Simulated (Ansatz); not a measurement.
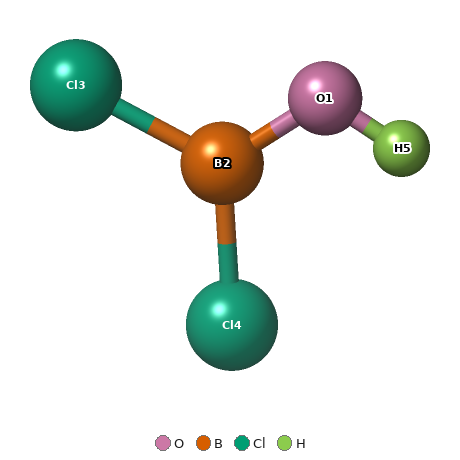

Rigid scan of the stretch O1–H5 in BHOCl₂, SMILES OB(Cl)Cl. The Ansatz code 0.2.0, def2-TZVPP, cores frozen in correlated methods. A stretch is scanned from the minimum (PBE0-D4/def2-TZVP); energies less that of the minimum at the same level. Splines pass through the computed points, which are marked.

Methods: CCSD(T), MP2, PBE-D4 and CCSD.

How far can the coupled-cluster curve be trusted along the scan?

Answer. The calculation's T1 diagnostic reaches at most 0.013 (at 1.35 Å), under the customary mark of 0.02, so it gives no sign of multireference character.

What values does the calculation give?

Answer. In kJ/mol:
```
distance O1–H5 (Å)  CCSD(T)    MP2  PBE-D4   CCSD
              0.85     44.0   44.6    49.5   42.4
              0.88     20.0   20.4    23.9   18.9
              0.93      2.8    2.9     4.3    2.3
              0.99      1.5    1.4     0.3    1.9
              1.05     16.4   16.1    12.1   17.7
              1.12     44.1   43.8    36.6   46.5
              1.19     81.7   81.6    70.7   85.4
              1.27    124.9  125.4   110.3  130.1
              1.35    171.8  173.1   153.7  178.6
```

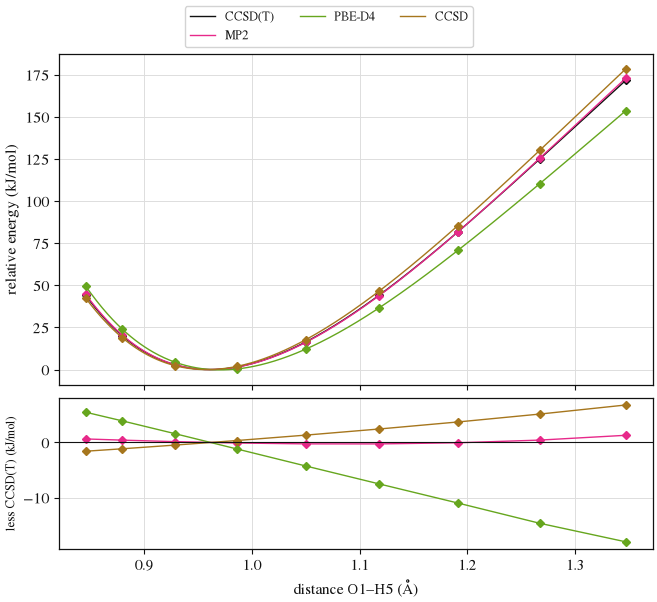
